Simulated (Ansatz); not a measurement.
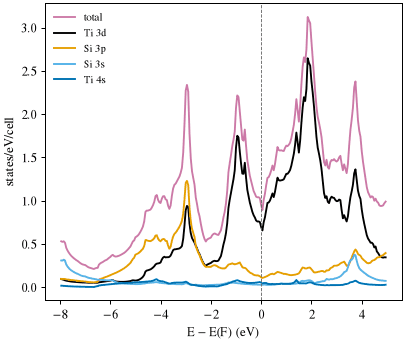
Figure: Total and projected density of states of TiSi in space group Cmmm (No. 65; Ti on 2b, Si on 2d), LDA in the plane-wave PAW code Ansatz

**Question.** Which orbitals carry the states next to the Fermi level?

**Answer.** Within 0.5 eV of the Fermi level: Ti 3d 75 %, Si 3p 12 %, outside the projected shells 5 %. Projections are on Löwdin-orthogonalised atomic valence shells; empty p or d shells of many metals are not among them.

**Question.** Where is the tallest occupied peak in this window, and what makes it?

**Answer.** Near -2.9 eV, about 2.3 states/eV per cell; the largest projected share is Si 3p.

The first step of the workflow began from a Materials Project structure, measured or hypothetical; the Crystallography Open Database copy checked does not list it. COD files the formula under space group No. 25, so this cell is another polymorph or a model. Its standing as an ambient phase is unchecked. The cell was relaxed with LDA under the symmetry of its start; of distortions, only those at the zone centre were tested. No spin polarisation was allowed.

Potentials: the later of the program's two PAW sets.
